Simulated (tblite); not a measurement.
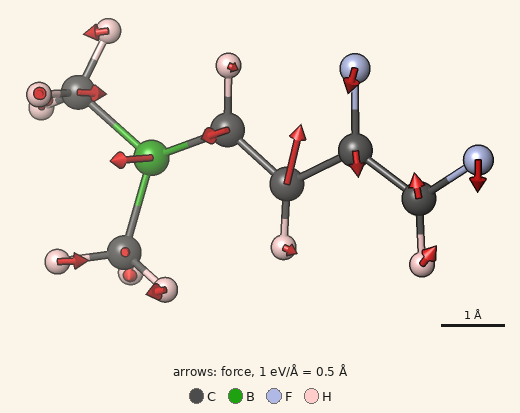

Starting geometry of C6H9BF2 with the computed forces as red arrows. A ball-and-stick model, seen at a tilt.

Level of theory: GFN2-xTB geometry optimisation, gas phase in tblite 0.8.0. 

> What follows when this structure is relaxed?

It isn't relaxed: the largest force vector, on a C atom, is 2.10 eV/Å. The final displacements have little in common with the starting forces (cosine between the two patterns 0.27). The energy falls by 56.3 kJ/mol in 112 geometry steps. The largest move after the best rigid fit is that of an H atom, 0.47 Å. By element the largest moves are H 0.47 Å, B 0.32 Å, F 0.30 Å, C 0.28 Å. Some distances before and after: C–H 1.118 → 1.087 Å, C–F 1.359 → 1.337 Å, C–C 1.463 → 1.445 Å, C–H 1.094 → 1.078 Å. Bond angles that change, for instance: F–C–H 122.7° → 113.2°, C–C–H 123.5° → 114.6°, C–C–C 116.2° → 124.2°. Groups turn about B–C by about 25°.
